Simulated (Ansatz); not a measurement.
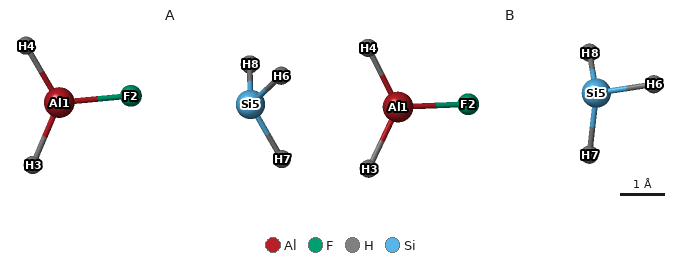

Two geometries of AlSiH5F (multiplicity 2), drawn at one scale. One is the start of a relaxation, the other its converged end. A ball-and-stick model, seen at a tilt.

Theory: Ansatz, UKS B3LYP/def2-SVP. (collinear spin; force threshold 0.03 eV/Å; at most 50 steps)

Question: Which geometry has the lower energy?

Answer: Structure B is the relaxed one. The run prepares an end point of a later path (reaction) calculation, from a guessed geometry. The energy falls by 9.80 kJ/mol in 12 accepted moves (13 points after the start). Largest force component: 0.39 eV/Å at the start, 0.025 eV/Å at the end. The line search rejected the trial step at point 2 of the run. The largest move after the best rigid fit is that of H6, 0.82 Å. By element the largest moves are H 0.82 Å, Si 0.37 Å, F 0.30 Å, Al 0.14 Å. Near-neighbour distances that change, for instance: Al1–F2 1.685 → 1.676 Å, Si5–H7 1.500 → 1.491 Å. Bond angles that change, for instance: H7–Si5–H8 109.3° → 111.6°.

Limits of the set-up: the start holds two separate molecules, 2.8 Å apart at their closest, whose relative position is a soft coordinate and is computed without a dispersion correction.
